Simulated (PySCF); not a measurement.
Se(tBu)(OH), C₄H₁₀OSe, SMILES CC(C)(C)[Se]O at its GFN2-xTB optimised geometry (Å):

```
16

Se    -1.5447    -0.0493     0.0000
C      0.4762    -0.0493     0.0000
C      0.8872    -1.5139     0.0218
C      0.9634     0.6457    -1.2609
C      0.9384     0.6817     1.2484
H      1.9727    -1.5926     0.0639
H      0.5377    -2.0277    -0.8726
H      0.4706    -2.0178     0.8934
H      0.5847     0.1451    -2.1507
H      0.6373     1.6844    -1.2751
H      2.0522     0.6333    -1.2964
H      0.5180     1.6852     1.2749
H      0.6185     0.1515     2.1432
H      2.0249     0.7612     1.2599
O     -1.8292     1.7384     0.0000
H     -2.0522     2.0277    -0.8890
```

Computed with CAM-B3LYP/def2-TZVP run with PySCF. Cells within 0.4 Å of a nucleus heavier than hydrogen are left out (blank, or x).

Map of the log10 of the electron density (e/bohr³), floored at −4 on the plane z = 1.2 Å:

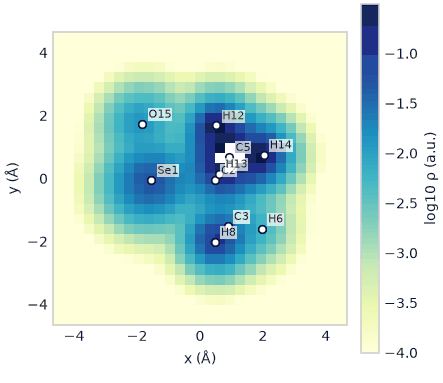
Log10 of the electron density (e/bohr³), floored at −4 on the plane z = 1.2 Å.
